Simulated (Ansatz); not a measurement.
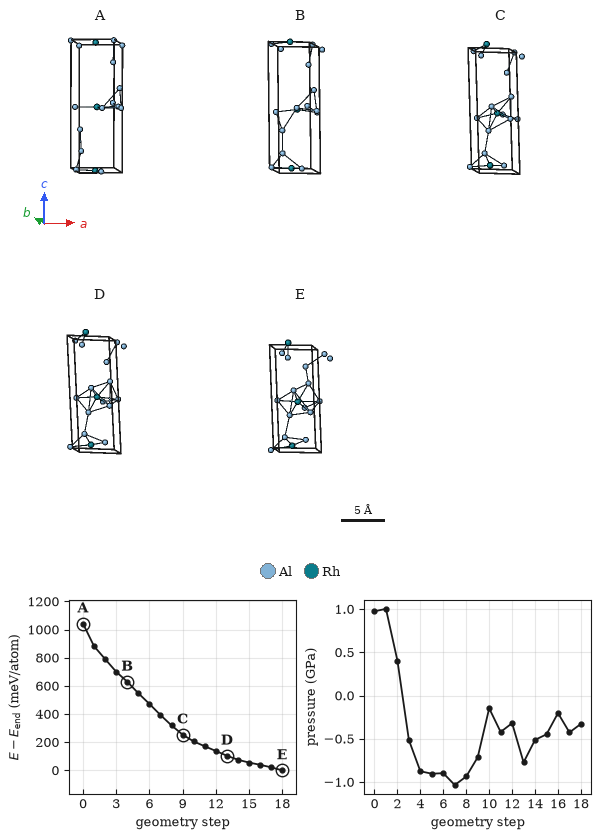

Frames of a relaxation of a crystal of Al5Rh (a generated structure, set up in P1) (coarse preliminary run), marked on the history of the run. Style: ball-and-stick. Shown: the cell of the calculation, slightly off an axis.

Computed with DFT PBE, scalar-relativistic, plane waves, PAW (Ansatz).

Input
```yaml
crystal:
  lattice:
    - [5.1038846409, -0.0564692971, -0.040915054]
    - [-0.0564692971, 4.9784373505, -0.0291824339]
    - [-0.1247687372, -0.0889906054, 15.1031277667]
  atoms:
    - { symbol: Al, position: [1.0166721102, 0.4463055772, 0.0090036717] }
    - { symbol: Al, position: [1.0027730876, 0.519434215, 0.4942359737] }
    - { symbol: Al, position: [0.5195531666, 0.034484023, 0.00932142] }
    - { symbol: Al, position: [0.5338290012, 0.0146146082, 0.5053402673] }
    - { symbol: Al, position: [-0.0059650984, -0.0027832408, -0.0066294889] }
    - { symbol: Al, position: [-0.0271757235, 6.01391e-05, 0.504754147] }
    - { symbol: Al, position: [0.053199706, 0.0313341906, 0.169960185] }
    - { symbol: Al, position: [-0.0583458017, 0.0200789504, 0.6588678565] }
    - { symbol: Al, position: [0.0249348889, 0.0218390505, 0.3398135601] }
    - { symbol: Al, position: [-0.0300718654, -0.040571378, 0.8231086656] }
    - { symbol: Rh, position: [0.4655956801, 0.4658408501, -0.0021357678] }
    - { symbol: Rh, position: [0.5050008484, 0.4893630148, 0.4943595099] }
basis:
  ecutwfc: 420
kpoints:
  mp_grid: { grid: [4, 4, 2] }
hamiltonian:
  xc: pbe
scf:
  occupations: { method: gaussian, width: 0.2 }
  lower_state_search: "off"
output:
  forces: true
  stress: true
  eigenvalues: true
relax:
  adjacent_minimum: "off"
  f_tol: 0.025
  max_steps: 60
  cell: { stress_tol: 0.25 }
```

Command:
```bash
ansatz run input.yaml --threads 1 --pin off --max-ram 2560MiB --backend cpu --events-out ev --progress --plain --runs-dir out
```

> Describe the path.

The run was cut off at its time limit before the relaxation converged, so the last structure is only a point on the way. The largest move relative to the cell is that of Al5, 1.80 Å roughly along [3 0 −1]. Largest moves by element: Al 1.80 Å, Rh 0.76 Å. The volume changes by −37.6 %, with a 5.104 → 5.040 Å (−1.3 %), b 4.979 → 3.934 Å (−21.0 %), c 15.104 → 12.130 Å (−19.7 %), α 90.7° → 89.7°, β 90.9° → 94.8°, γ 91.3° → 88.3°. Some distances before and after: Al6–Al9 5.410 → 2.506 Å, Al4–Al8 5.899 → 3.067 Å, Al8–Al10 5.266 → 2.620 Å, Al4–Al10 5.270 → 3.062 Å. New bonds form: Al5–Rh11 (3.31 → 2.50 Å), Al5–Rh11 (3.62 → 2.50 Å), Al6–Al9 (5.41 → 2.51 Å), Al6–Rh12 (3.45 → 2.48 Å). Bonds break: Al3–Al5 (2.45 → 4.27 Å), Al6–Al8 (2.34 → 3.57 Å). Bond angles that change, for instance: Al6–Al9–Al7 176.8° → 88.9°, Al4–Rh12–Al4 169.9° → 94.3°, Rh12–Al4–Rh12 169.9° → 94.3°. The space group stays P1 (No. 1). Over 18 geometry steps the energy falls by 1043 meV per atom. Largest force component: 3.5 eV/Å at the start, 0.36 eV/Å at the end. The pressure goes from 0.97 to −0.33 GPa. The run took 9.6 min on 1 thread of Intel(R) Xeon(R) Processor @ 2.70GHz, on a shared host, peak memory 0.65 GiB. From step 0 to 4: Al4 moves most (0.63 Å), volume −8.8 %, energy −414 meV per atom. From step 4 to 9: Al atoms move most (0.83 Å), volume −13.8 %, energy −376 meV per atom. From step 9 to 13: Al8 moves most (0.61 Å), volume −9.5 %, energy −150 meV per atom. From step 13 to 18: Al5 moves most (0.72 Å), volume −12.3 %, energy −104 meV per atom.
